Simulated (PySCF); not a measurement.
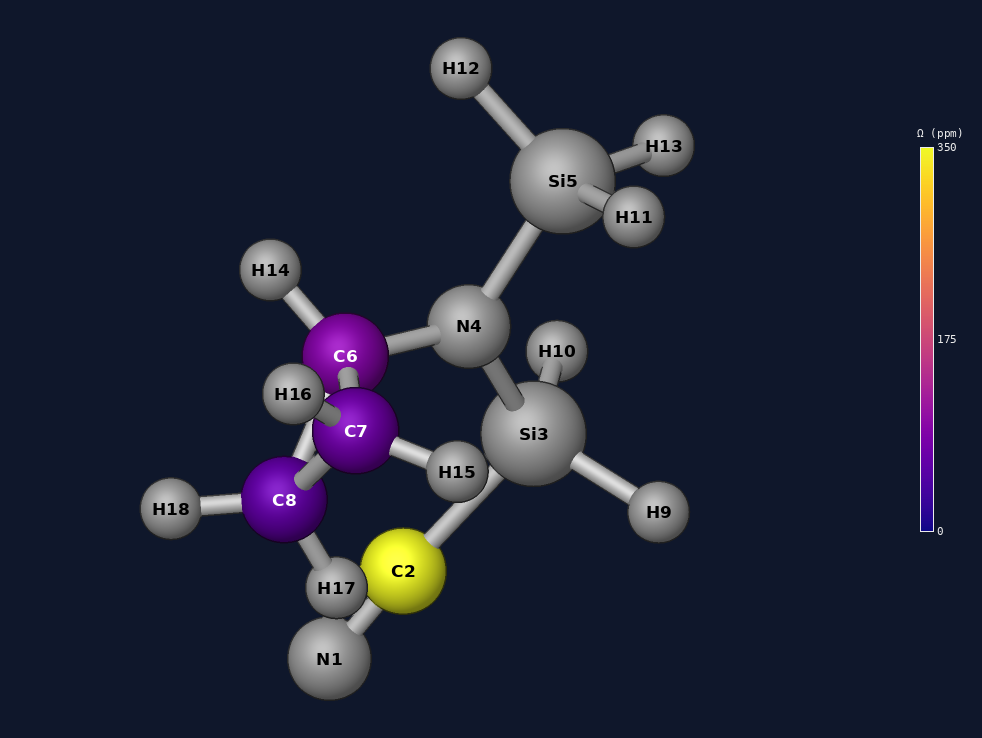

The C atoms are coloured by the span of their shielding tensor. Geometry: an image of a reaction path computed with GFN2-xTB, not a minimum. Level of theory: GIAO PBE0/pcSseg-1 NMR shielding, non-relativistic, gas phase (PySCF 2.14.0). Principal shieldings σ11 ≤ σ22 ≤ σ33, span Ω = σ33 − σ11, skew κ = 3(σiso − σ22)/Ω.

Which C atom has the most anisotropic shielding?

C2, with a span of 348 ppm.

Give the shielding tensors of the C atoms.

```tsv
atom	σ11	σ22	σ33	σiso	Ω	κ
C2	−60.6	−46.8	287.6	60.1	348.1	0.92
C6	118.2	127.4	211.3	152.3	93.1	0.80
C7	140.6	174.7	214.5	176.6	73.9	0.08
C8	145.0	171.2	208.8	175.0	63.9	0.18
```

Shieldings and span in ppm.
